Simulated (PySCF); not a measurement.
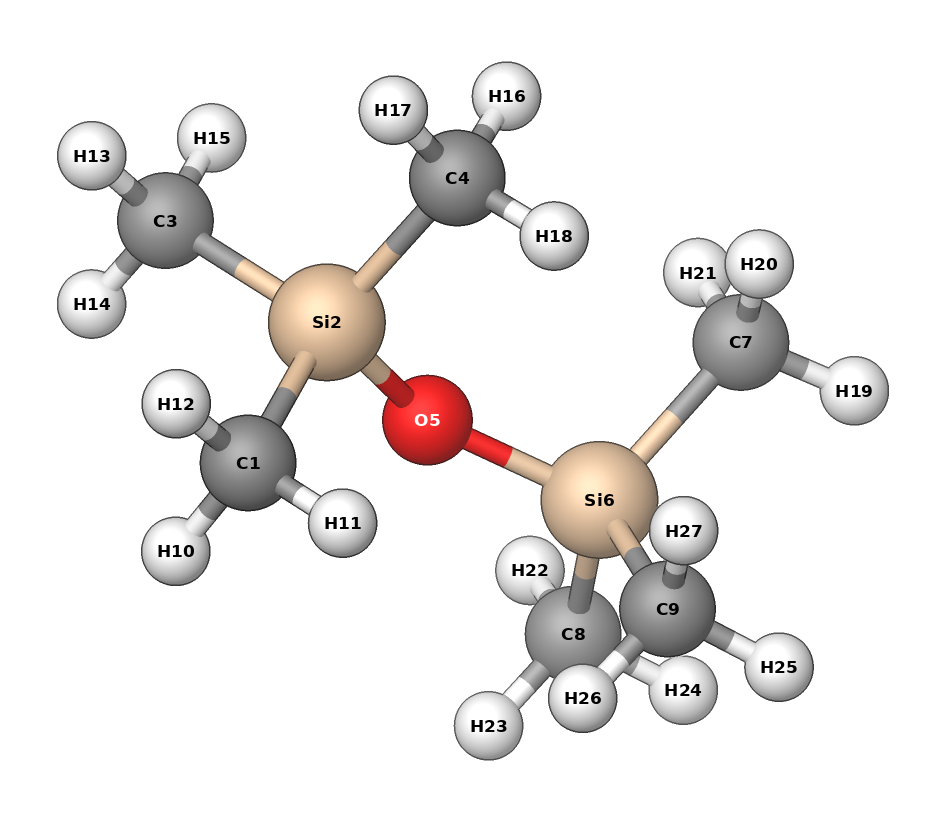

The computed structure is the end point of a PBE0-D3(BJ)/def2-SVP optimisation. No frequency run is at hand to confirm it as a minimum. Level of theory: delta-SCF UKS SCAN, pcX-2 on the ionised atom, pcseg-1 elsewhere, spin-free X2C (PySCF 2.14.0).

Give the core-electron binding energies (to vacuum; p and d levels without spin–orbit splitting) of C1 1s, Si2 1s, Si2 2p, O5 1s.

| atom | level | binding energy (eV) |
| --- | --- | --- |
| C1 | 1s | 289.8 |
| Si2 | 1s | 1846.3 |
| Si2 | 2p | 106.5 |
| O5 | 1s | 536.8 |
